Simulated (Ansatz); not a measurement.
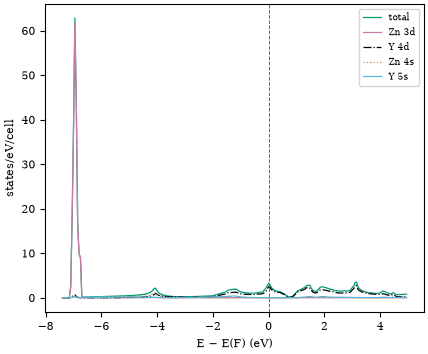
*Total and projected density of states of YZn (CsCl type, Pm-3m), DFT-PBEsol in the program Ansatz with PAW potentials*

Problem. Which orbitals carry the states next to the Fermi level?

Solution. Within 0.5 eV of the Fermi level: Y 4d 77 %, outside the projected shells 18 %. Projections are on Löwdin-orthogonalised atomic valence shells; empty p or d shells of many metals are not among them.

Problem. Where is the tallest occupied peak in this window, and what makes it?

Solution. Near -6.9 eV, about 63 states/eV per cell; the largest projected share is Zn 3d.

The workflow started from an entry of the Crystallography Open Database (COD). Whether it is the stable phase at ambient conditions was not checked. Symmetry was held in the PBEsol relaxation; of distortions, only those at the zone centre were tested. The run is not spin-polarised. Spin–orbit coupling is left out wherever it is not named.

Potentials: the later of the program's two PAW sets.
